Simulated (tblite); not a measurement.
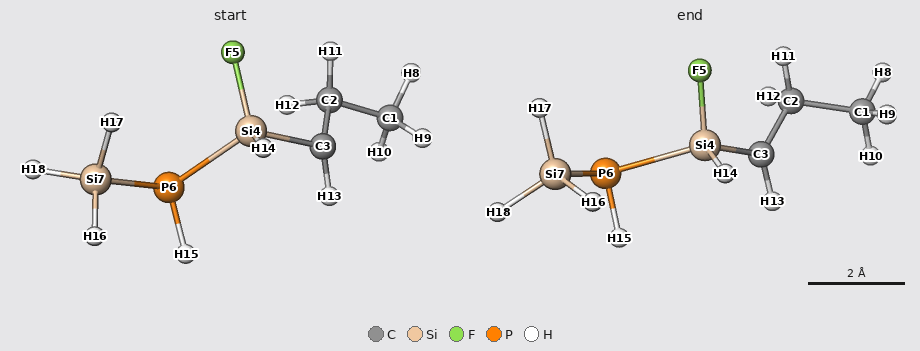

The structure of C3H11FPSi2 (multiplicity 2) before (left) and after (right) a relaxation, at one scale.

Style: ball-and-stick. Shown at a tilt.

The calculation used tblite 0.8.0, GFN2-xTB geometry optimisation, gas phase. 

What changed between the two?

Answer. The atom that moves furthest after the best rigid fit is H16 (1.20 Å). Largest moves by element: H 1.20 Å, C 0.80 Å, P 0.58 Å, F 0.47 Å, Si 0.40 Å. Near-neighbour distances that change, for instance: Si4–F5 1.701 → 1.618 Å, P6–H15 1.442 → 1.382 Å, C2–C3 1.520 → 1.481 Å, C1–H8 1.123 → 1.087 Å. Bond angles that change, for instance: Si4–P6–H15 110.1° → 94.0°, C2–C3–Si4 112.2° → 124.7°, Si7–P6–H15 106.1° → 96.0°. Groups turn about P6–Si7 by about 50°, C1–C2 by about 35°. The energy falls by 20.2 kcal/mol in 150 geometry steps.
